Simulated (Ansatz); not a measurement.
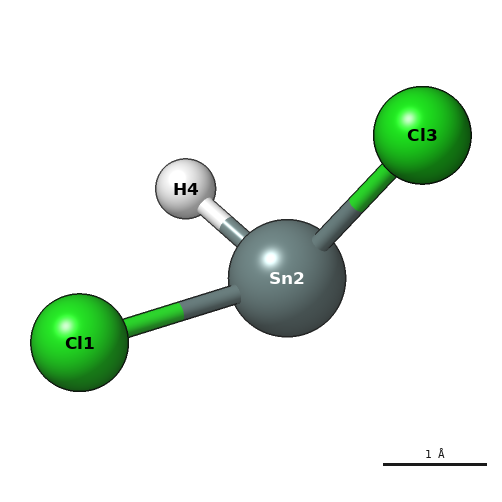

Simulated data, not a measurement (program: Ansatz).

The atoms are numbered. The species is neutral and a spin doublet. Geometry: moved along internal coordinates away from the minimum.

> How are the neighbours of atom 2 arranged?

Sn2 has 3 neighbours (Cl1 at 2.34, Cl3 at 2.34, H4 at 1.49 Å); the arrangement is trigonal pyramidal.
